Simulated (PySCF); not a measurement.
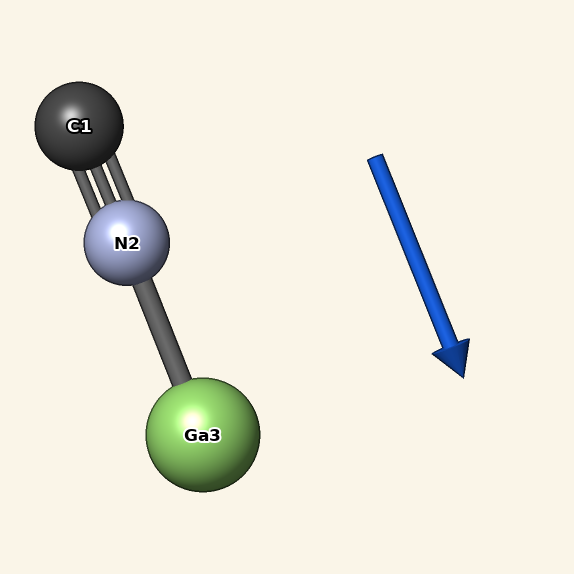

The arrow beside the molecule shows the direction of the dipole moment, from the negative to the positive end (its length means nothing). The computed structure is the end point of a GFN2-xTB optimisation. No frequency run is at hand to confirm it as a minimum. Method: ωB97X-D/def2-SVPD, gas phase (PySCF 2.14.0).

Question: How large is the dipole moment?

Answer: 4.02 D; it points from the side of C1 to the side of Ga3 (the outermost atoms at the two ends).

The geometry is semi-empirical. Around Ga such bond lengths and angles can be off by a tenth of an ångström or more and by several degrees, and values that hang on the shape move with them.
